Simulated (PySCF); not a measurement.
System: C5H4BF2 (SMILES FB(F)[C]1C=CC=C1) (doublet).

```xyz
12

F     2.7083   -1.2228    0.7883
B     2.1082   -0.1443    0.3070
F     2.9382    0.8511    0.0306
C     0.5958   -0.0559    0.0907
C    -0.3535   -1.0345    0.3490
C    -1.6620   -0.5253   -0.0013
C    -1.5077    0.7505   -0.4698
C    -0.1281    1.0651   -0.4238
H    -0.1570   -2.0137    0.7444
H    -2.5784   -1.0759    0.0998
H    -2.2808    1.4100   -0.8150
H     0.3183    1.9949   -0.7260
```

Geometry: GFN2-xTB.

All numbers below come from UKS B3LYP, pcH-1 on B C F H, non-relativistic, mean-field spin-orbit, GIAO in PySCF 2.14.0, density-fitted response routines.

**Predict the electron density, electron localisation function and spin density between the atoms.**

B–F (1.32 Å): ρ at the midpoint is about 2.2 e/Å³; the ELF peaks at about 0.85 between the atoms; a polar covalent bond.
C–C (1.37 Å): ρ at the midpoint is about 2.2 e/Å³; the ELF peaks at about 0.95 between the atoms, as expected for a covalent bond.
C–B (1.53 Å): ρ at the midpoint is about 1.5 e/Å³; the ELF peaks at about 1 between the atoms; a covalent bond.
C–H (1.07 Å): the density is about 2.1 e/Å³ at the midpoint; the ELF climbs to about 1 towards the hydrogen, as it does in any bond to H; an ordinary covalent bond to hydrogen.
The unpaired spin (1 electron) lies mostly on C5 (about 0.4), C8 (about 0.4) and C6 (about 0.1), in electrons by Hirshfeld's partition.

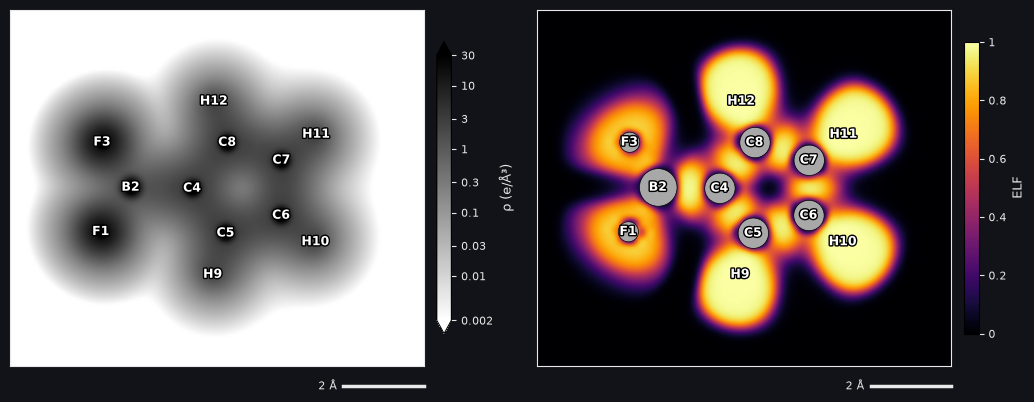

Computed electron density and electron localisation function on the molecular plane, in this order. Grey discs cover the atomic cores in the ELF map. 
